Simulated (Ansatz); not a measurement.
# AlGeF (singlet): from Hartree-Fock to the top rungs, cc-pVDZ

Aim: climb from Hartree-Fock through coupled cluster for AlGeF (singlet) at one geometry and basis, and see what each rung misses.

The runs use Ansatz 0.2.0, Gaussian basis; cc-pVDZ, core rule «outside noble gas», up to 20 orbitals frozen.

The runs, in order: UHF; CCSD(T) on RHF; CCSD(T) on UHF; BCCD(T) on RHF; CISD; CCSDT(Q) on RHF; CCSDT(Q) on UHF.

37 further runs of the same task are left out: 10 for a known fault of the program, 13 that didn't finish, 14 set aside as unsound or not needed. Runs told in other sessions of the task aren't counted.

### Step 1. The geometry

The geometry is a PBE0/def2-TZVP stationary point (not a proven minimum) of the parent state, kept for this charge and spin. No spin-orbit coupling is included. The filled d shell of Ge may be among the frozen orbitals whatever the setting's name suggests.

3 atoms, charge 0, spin multiplicity 1.

Atoms are counted from 1 here; the program's logs count them from 0.

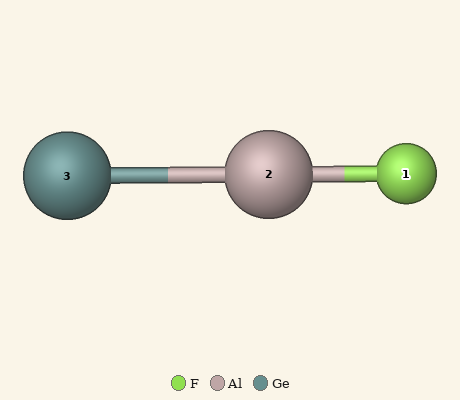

The structure; fluorine green, aluminium light grey, germanium teal; atoms are numbered from 1 in the order of the file.

As a file:

```
F     0.0000    0.0000   -1.9031
Al    0.0000    0.0000   -0.2549
Ge    0.0000    0.0000    2.1580
```

In the tables R marks a restricted determinant and U an unrestricted one; energies count from the table's Hartree-Fock row.

### Step 2. UHF

in.yaml

```yaml
crystal:
  periodic: [false, false, false]
  atoms:
    - {symbol: F, position_ang: [0.000000, 0.000000, -1.903100]}
    - {symbol: Al, position_ang: [0.000000, 0.000000, -0.254900]}
    - {symbol: Ge, position_ang: [0.000000, 0.000000, 2.158000]}
basis:
  gaussian: {orbitals: cc-pVDZ}
magnetization: {spin_polarized: true, initial_magnetization: 0}
hamiltonian: {xc: hf}
output: {orbitals: {seedname: orbitals}}
```

Command:

```bash
ansatz run in.yaml --threads 1 --pin off --events-out ev --progress --plain --max-ram 2393MiB
```

The program printed:

```text
Functional definition: HF
  name "HF"
  cite "Fock, Z. Phys. 61, 126 (1930) doi:10.1007/BF01340294"
  parent pbe
  exchange = exact_x
  correlation = 0
638 factors; integrals over basis functions are off by at most 7.2e-4 eV
mean field evaluation 1: about -65759.5998 eV, gradient 2.0e1 eV
mean field evaluation 2: about -65759.6033 eV, gradient 2.0e1 eV
mean field evaluation 4: about -65761.4062 eV, gradient 1.1e0 eV
mean field evaluation 8: about -65761.4408 eV, gradient 7.1e-3 eV
mean field evaluation 16: about -65762.4020 eV, gradient 3.2e-2 eV
mean field evaluation 32: about -65761.4308 eV, gradient 1.4e-1 eV
mean field evaluation 64: about -65762.3286 eV, gradient 7.2e-1 eV
mean field evaluation 96: about -65761.4016 eV, gradient 1.1e0 eV
mean field -65762.40135361 eV, -2416.7236743884 hartree, gradient 2.1e-5 eV, S^2 1.017306; 5 other end points of the search recorded, 0 dependent functions left out
reference -65762.40135361 eV, -2416.7236743884 hartree; 27, 27 occupied and 32, 32 virtual orbitals, 638 factors
Total energy: -65762.40135361 eV, -2416.7236743884 hartree
```

Run time: 6.5 s. Hardware: 1 thread of Arm Neoverse N1, shared host.

From the report: ⟨S²⟩ of the determinant 1.017 (pure singlet: 0.00). The determinant of HF (⟨S²⟩ 1.02) is far from a pure spin state, so its energy mixes those of several spin states; that is harmless only where they are near-degenerate.

The unrestricted solution breaks the spin symmetry, so the restricted determinant is unstable here.

### Step 3. CCSD(T) on RHF

in.yaml, as its differences from that of step 2:

```diff
@@ -8,4 +8,3 @@
   gaussian: {orbitals: cc-pVDZ}
-magnetization: {spin_polarized: true, initial_magnetization: 0}
-hamiltonian: {xc: hf}
-output: {orbitals: {seedname: orbitals}}
+magnetization: {spin_polarized: false}
+correlation: {method: ccsd_t, electrons: outside_noble_gas}
```

The command is unchanged.

The program printed, shortened:

```text
Functional definition: HF
  name "HF"
  cite "Fock, Z. Phys. 61, 126 (1930) doi:10.1007/BF01340294"
  parent pbe
[...]
638 factors; integrals over basis functions are off by at most 7.2e-4 eV
[...]
mean field -65761.44080134 eV, -2416.6883747438 hartree, gradient 2.8e-6 eV, S^2 0.000000; 2 other end points of the search recorded, 0 dependent functions left out; unrestricted orbitals would lower it
20 core orbitals not correlated: weight in the atoms' cores, before any rotation towards them, 1.000 or more for the frozen orbitals, at most 0.000 for the correlated occupied ones
reference -65761.44080134 eV, -2416.6883747438 hartree; 7, 7 occupied and 32, 32 virtual orbitals, 638 factors
second order -8.28573961 eV of doubles, -0.00000000 eV of singles
cycle   1  -8.57836066 eV  change   -2.9e-1 eV  update   1.0e-1
[...]
cycle  15  -8.99017298 eV  change   -6.7e-6 eV  update   3.6e-6
perturbative correction -0.26228349 eV, -0.0096387406 hartree
Total energy: -65770.69325782 eV, -2417.0283962479 hartree
```

Run time: 3.3 s. Hardware: 1 thread of Arm Neoverse N1, shared host.

From the report: correlation -9.2525 eV; T1 0.019; largest double amplitude 0.16.

### Step 4. CCSD(T) on UHF

in.yaml, as its differences from that of step 3:

```diff
@@ -8,3 +8,3 @@
   gaussian: {orbitals: cc-pVDZ}
-magnetization: {spin_polarized: false}
+magnetization: {spin_polarized: true, initial_magnetization: 0}
 correlation: {method: ccsd_t, electrons: outside_noble_gas}
```

Launched as before.

The program printed, shortened:

```text
Functional definition: HF
  name "HF"
  cite "Fock, Z. Phys. 61, 126 (1930) doi:10.1007/BF01340294"
  parent pbe
[...]
638 factors; integrals over basis functions are off by at most 7.2e-4 eV
[...]
mean field -65762.40135361 eV, -2416.7236743884 hartree, gradient 1.6e-6 eV, S^2 1.017306; 15 other end points of the search recorded, 0 dependent functions left out
determinant -65762.40135361 eV, -2416.7236743884 hartree, with singles and doubles -65770.97541369 eV, -2417.0387652848 hartree
determinant -65761.44080135 eV, -2416.6883747440 hartree, with singles and doubles -65770.42184169 eV, -2417.0184218891 hartree
determinant -65760.10021057 eV, -2416.6391089416 hartree, with singles and doubles -65768.66202581 eV, -2416.9537498481 hartree
determinant -65759.79925451 eV, -2416.6280490102 hartree, with singles and doubles -65768.31523545 eV, -2416.9410055375 hartree
20 core orbitals not correlated: weight in the atoms' cores, before any rotation towards them, 1.000 or more for the frozen orbitals, at most 0.000 for the correlated occupied ones
reference -65762.40135361 eV, -2416.7236743884 hartree; 7, 7 occupied and 32, 32 virtual orbitals, 638 factors
second order -7.94409492 eV of doubles, -0.00000000 eV of singles
cycle   1  -8.57742363 eV  change   -3.4e-3 eV  update   7.1e-3
[...]
cycle   9  -8.59237599 eV  change    1.0e-5 eV  update   1.2e-5
perturbative correction -0.27094043 eV, -0.0099568771 hartree
WARN: the results are in doubt because among natural orbitals full CI differs from the method by +0.686 eV
Total energy: -65771.26467002 eV, -2417.0493952589 hartree
In doubt: among natural orbitals full CI differs from the method by +0.686 eV
```

It took 41 s on 1 thread of Arm Neoverse N1, shared host.

From the report: ⟨S²⟩ of the determinant 1.017 (pure singlet: 0.00); correlation -8.8633 eV; T1 0.019; largest double amplitude 0.15. The determinant of CCSD(T) (⟨S²⟩ 1.02) is far from a pure spin state, so its energy mixes those of several spin states; high orders of coupled cluster remove much of that, low ones don't. Mind the lines of doubt at the end of the log.

### Step 5. BCCD(T) on RHF

in.yaml, as its differences from that of step 4:

```diff
@@ -8,3 +8,3 @@
   gaussian: {orbitals: cc-pVDZ}
-magnetization: {spin_polarized: true, initial_magnetization: 0}
-correlation: {method: ccsd_t, electrons: outside_noble_gas}
+magnetization: {spin_polarized: false}
+correlation: {method: bccd_t, electrons: outside_noble_gas}
```

Same command.

The program printed, shortened:

```text
Functional definition: HF
  name "HF"
  cite "Fock, Z. Phys. 61, 126 (1930) doi:10.1007/BF01340294"
  parent pbe
[...]
638 factors; integrals over basis functions are off by at most 7.2e-4 eV
[...]
mean field -65761.44080134 eV, -2416.6883747438 hartree, gradient 2.8e-6 eV, S^2 0.000000; 2 other end points of the search recorded, 0 dependent functions left out; unrestricted orbitals would lower it
20 core orbitals not correlated: weight in the atoms' cores, before any rotation towards them, 1.000 or more for the frozen orbitals, at most 0.000 for the correlated occupied ones
reference -65761.44080134 eV, -2416.6883747438 hartree; 7, 7 occupied and 32, 32 virtual orbitals, 638 factors
second order -8.28573961 eV of doubles, -0.00000000 eV of singles
cycle   1  -8.57842280 eV  change   -2.9e-1 eV  update   1.0e-1
[...]
cycle  15  -8.96096440 eV  change   -2.7e-6 eV  update   5.6e-6
perturbative correction -0.29539740 eV, -0.0108556542 hartree
Total energy: -65770.69716314 eV, -2417.0285397657 hartree
```

Run time: 3.6 s. Hardware: 1 thread of Arm Neoverse N1, shared host.

From the report: correlation -9.2564 eV; largest double amplitude 0.16.

### Step 6. CISD

in.yaml, as its differences from that of step 5:

```diff
@@ -8,3 +8,2 @@
   gaussian: {orbitals: cc-pVDZ}
-magnetization: {spin_polarized: false}
-correlation: {method: bccd_t, electrons: outside_noble_gas}
+correlation: {active_space: {ras: {orbitals: [7, 0, 32], electrons: 14, max_holes: 2, max_particles: 2}, fixed_orbitals: true}}
```

Same command.

The program printed:

```text
Functional definition: HF
  name "HF"
  cite "Fock, Z. Phys. 61, 126 (1930) doi:10.1007/BF01340294"
  parent pbe
  exchange = exact_x
  correlation = 0
638 factors; integrals over basis functions are off by at most 7.2e-4 eV
mean field evaluation 1: about -65759.5120 eV, gradient 2.9e1 eV
mean field evaluation 2: about -65759.5769 eV, gradient 2.9e1 eV
mean field evaluation 4: about -65761.3921 eV, gradient 1.6e0 eV
mean field evaluation 8: about -65761.4380 eV, gradient 3.0e-1 eV
mean field evaluation 16: about -65761.4408 eV, gradient 2.8e-6 eV
mean field evaluation 32: about -65761.3113 eV, gradient 1.1e0 eV
mean field -65761.44080134 eV, -2416.6883747438 hartree, gradient 2.8e-6 eV, S^2 0.000000; 2 other end points of the search recorded, 0 dependent functions left out
reference -65761.44080134 eV, -2416.6883747438 hartree; 27, 27 occupied and 32, 32 virtual orbitals, 638 factors
state -65769.45245363 eV, -2416.9827975350 hartree
Total energy: -65769.45245363 eV, -2416.9827975350 hartree
```

Wall time 3.5 s (1 thread of Arm Neoverse N1, shared host).

From the report: 19,061 determinants.

### Step 7. CCSDT(Q) on RHF

in.yaml, as its differences from that of step 6:

```diff
@@ -8,2 +8,3 @@
   gaussian: {orbitals: cc-pVDZ}
-correlation: {active_space: {ras: {orbitals: [7, 0, 32], electrons: 14, max_holes: 2, max_particles: 2}, fixed_orbitals: true}}
+magnetization: {spin_polarized: false}
+correlation: {method: ccsdt_q, electrons: outside_noble_gas}
```

Launched as before.

The program printed, shortened:

```text
Functional definition: HF
  name "HF"
  cite "Fock, Z. Phys. 61, 126 (1930) doi:10.1007/BF01340294"
  parent pbe
[...]
1085 factors; integrals over basis functions are off by at most 1.4e-7 eV
[...]
mean field -65761.44095799 eV, -2416.6883805004 hartree, gradient 2.5e-6 eV, S^2 0.000000; 3 other end points of the search recorded, 0 dependent functions left out; unrestricted orbitals would lower it
20 core orbitals not correlated: weight in the atoms' cores, before any rotation towards them, 1.000 or more for the frozen orbitals, at most 0.000 for the correlated occupied ones
reference -65761.44095799 eV, -2416.6883805004 hartree; 7, 7 occupied and 32, 32 virtual orbitals, 1085 factors
second order -8.28578120 eV of doubles, -0.00000000 eV of singles
cycle   1  -8.57838029 eV  change   -2.9e-1 eV  update   1.1e-1
[...]
cycle  28  -9.37117241 eV  change    2.3e-7 eV  update   2.7e-7
perturbative correction -0.08509090 eV, -0.0031270330 hartree
WARN: these amplitudes may be one of several solutions (largest doubles amplitude 0.71, level shift 0.00 eV)
Total energy: -65770.89722130 eV, -2417.0358917676 hartree
```

Run time: 28 s. Hardware: 1 thread of Arm Neoverse N1, shared host.

From the report: correlation -9.4563 eV; T1 0.018; largest double amplitude 0.71. The report flags that the cluster equations may have other roots.

### Step 8. CCSDT(Q) on UHF

in.yaml, as its differences from that of step 7:

```diff
@@ -8,3 +8,3 @@
   gaussian: {orbitals: cc-pVDZ}
-magnetization: {spin_polarized: false}
+magnetization: {spin_polarized: true, initial_magnetization: 0}
 correlation: {method: ccsdt_q, electrons: outside_noble_gas}
```

Same command.

The program printed, shortened:

```text
Functional definition: HF
  name "HF"
  cite "Fock, Z. Phys. 61, 126 (1930) doi:10.1007/BF01340294"
  parent pbe
[...]
1085 factors; integrals over basis functions are off by at most 1.4e-7 eV
[...]
mean field -65762.40151301 eV, -2416.7236802463 hartree, gradient 1.9e-6 eV, S^2 1.017306; 17 other end points of the search recorded, 0 dependent functions left out
determinant -65762.40151301 eV, -2416.7236802463 hartree, with singles and doubles -65770.97559110 eV, -2417.0387718043 hartree
determinant -65761.44095799 eV, -2416.6883805004 hartree, with singles and doubles -65770.42202178 eV, -2417.0184285070 hartree
determinant -65760.10037862 eV, -2416.6391151173 hartree, with singles and doubles -65768.66221540 eV, -2416.9537568157 hartree
determinant -65759.79943356 eV, -2416.6280555902 hartree, with singles and doubles -65768.31542414 eV, -2416.9410124719 hartree
20 core orbitals not correlated: weight in the atoms' cores, before any rotation towards them, 1.000 or more for the frozen orbitals, at most 0.000 for the correlated occupied ones
reference -65762.40151301 eV, -2416.7236802463 hartree; 7, 7 occupied and 32, 32 virtual orbitals, 1085 factors
second order -7.94412128 eV of doubles, -0.00000000 eV of singles
cycle   1  -8.21206269 eV  change   -2.7e-1 eV  update   1.1e-1
[...]
cycle  29  -9.06733650 eV  change   -3.9e-7 eV  update   2.0e-7
perturbative correction -0.08866310 eV, -0.0032583087 hartree
WARN: the results are in doubt because among natural orbitals full CI differs from the method by +0.774 eV
Total energy: -65771.55751260 eV, -2417.0601570252 hartree
In doubt: among natural orbitals full CI differs from the method by +0.774 eV
```

Run time: 2.5 min. Hardware: 1 thread of Arm Neoverse N1, shared host; peak memory 0.54 GiB.

From the report: ⟨S²⟩ of the determinant 1.017 (pure singlet: 0.00); correlation -9.1560 eV; T1 0.018; largest double amplitude 0.68. The determinant of CCSDT(Q) (⟨S²⟩ 1.02) is far from a pure spin state, so its energy mixes those of several spin states; high orders of coupled cluster remove much of that, low ones don't. The program marks this result as in doubt; its last lines say why.

### Step 9. All levels against the top one

No level here is safe as a reference; RCCSDT(Q) serves as a yardstick only. Rows without a time are mean-field rows or come out of runs for another level: lower rungs of the coupled-cluster runs, or the Hartree-Fock search.

```tsv
method	energy from the lowest RHF (kcal/mol)	from RCCSDT(Q) (kcal/mol)	time
RHF	0.00	+218.07	
UHF	-22.15	+195.92	
RMP2	-191.07	+27.00	
UMP2	-205.35	+12.72	
CISD	-184.75	+33.32	3.5 s
RCCSD	-207.32	+10.75	
UCCSD	-220.30	-2.23	
RCCSD(T)	-213.37	+4.70	3.3 s
UCCSD(T)	-226.54	-8.47	41 s
BCCD(T)	-213.46	+4.61	3.6 s
RCCSDT	-216.11	+1.96	
UCCSDT	-231.25	-13.18	
RCCSDT(Q)	-218.07	0	28 s
UCCSDT(Q)	-233.30	-15.23	2.5 min
```

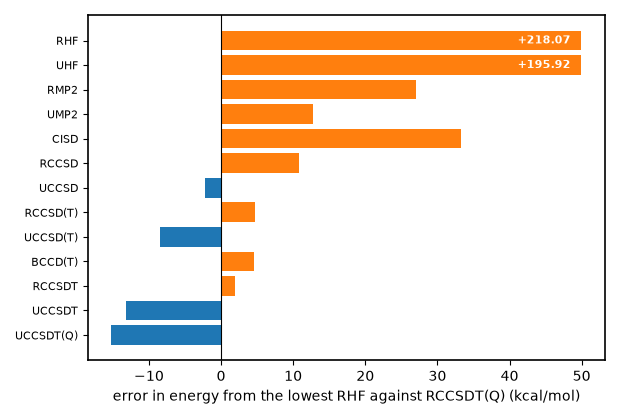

Error of each method against RCCSDT(Q). Bars with a number in them are cut short.

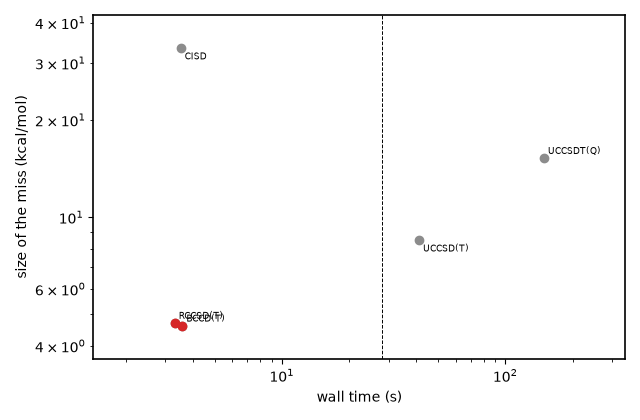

Miss against cost. Red marks the levels that no quicker level drawn beats (of those quicker than the yardstick), and the dashed line is the time of RCCSDT(Q). Times are from a shared host.

The program flags UCCSD(T), RCCSDT(Q), UCCSDT(Q) as in doubt (see the logs), so the zero of the table is itself unsure.

### Step 10. Summary of results

```
                     quantity            value
RCCSDT(Q) from the RHF energy       -9.4564 eV
          RMP2 from RCCSDT(Q)  +27.00 kcal/mol
          UMP2 from RCCSDT(Q)  +12.72 kcal/mol
         RCCSD from RCCSDT(Q)  +10.75 kcal/mol
      RCCSD(T) from RCCSDT(Q)   +4.70 kcal/mol
      UCCSD(T) from RCCSDT(Q)   -8.47 kcal/mol
     UCCSDT(Q) from RCCSDT(Q)  -15.23 kcal/mol
                T1 diagnostic            0.019
```

RCCSD(T) misses by +4.70 kcal/mol, 2.2 % of the correlation energy. CCSD(T) misses by +4.70 kcal/mol on the restricted determinant and by -8.47 kcal/mol on the unrestricted one; the two need not hold the same state or core. Warnings: restricted reference is unstable; spin contamination.

The restricted and unrestricted ladders end 0.66 eV apart at CCSDT(Q), which points to two states or an unsound top rung; rows of one don't measure the error of the other.
